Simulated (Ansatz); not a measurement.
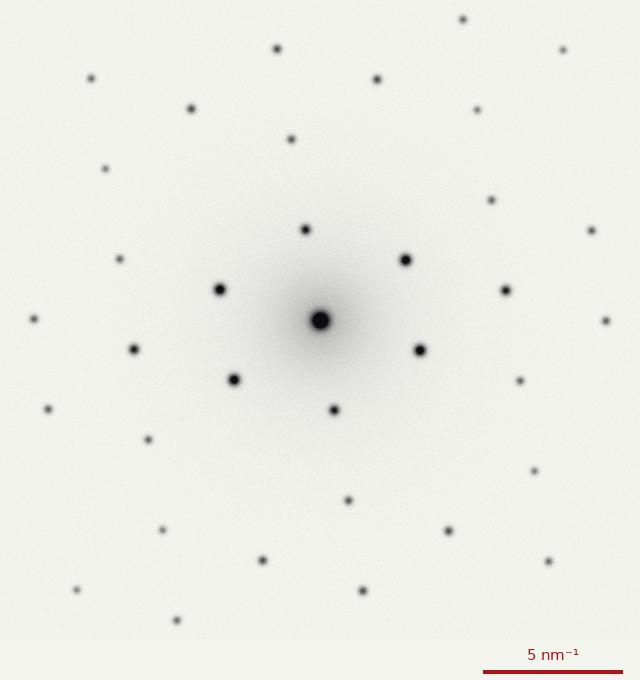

Simulated selected-area electron diffraction pattern (120 kV, kinematic approximation, thin crystal, B = 1 Å² for all atoms).

Read the repeat vectors of the pattern off the scale bar.

Answer. The spots form a centred rectangular net whose two shortest vectors correspond to d = 3.03 Å and 2.65 Å, 64.1° apart.

What is the point symmetry of the pattern, intensities included?

Answer. 2mm. A zero-layer kinematic pattern is always centrosymmetric (Friedel's law).

What was simulated?

Answer. This cannot be fixed from one zone alone; the pattern is [101] of Lu, space group P6_3/mmc (No. 194), a = 3.50 Å, c = 5.45 Å (hexagonal axes). The net vectors are 0 1 0 and 1 0 -1. Structure: the input geometry of an electronic-structure calculation (not necessarily at equilibrium).
